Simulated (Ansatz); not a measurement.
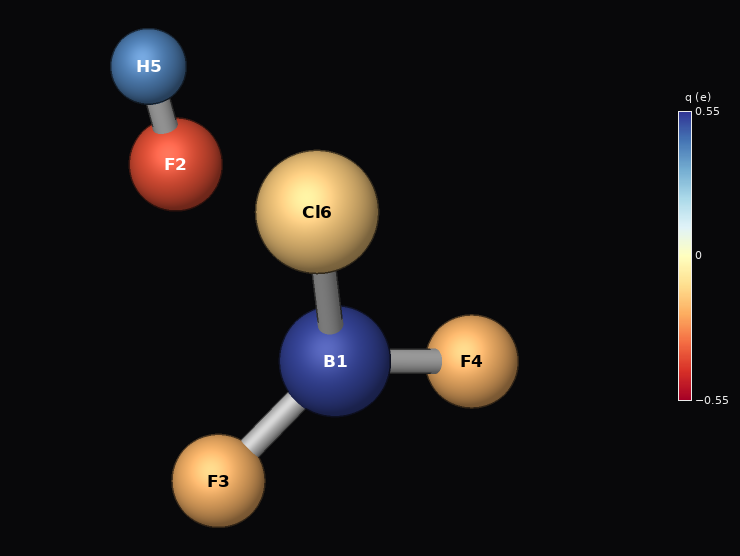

Atoms are coloured by their Mulliken charges. The geometry was computed by an optimisation with PBE0-D4/def2-TZVP. Properties computed with RKS PBE0-D4/def2-TZVP (Ansatz 0.2.0).

Give the Mulliken charges atom by atom.

```json
{"atom": "B1", "value (e)": "0.52"}
{"atom": "F2", "value (e)": "−0.38"}
{"atom": "F3", "value (e)": "−0.20"}
{"atom": "F4", "value (e)": "−0.20"}
{"atom": "H5", "value (e)": "0.41"}
{"atom": "Cl6", "value (e)": "−0.15"}
```

Mulliken values depend strongly on the basis set and can even reverse the polarity of a bond.
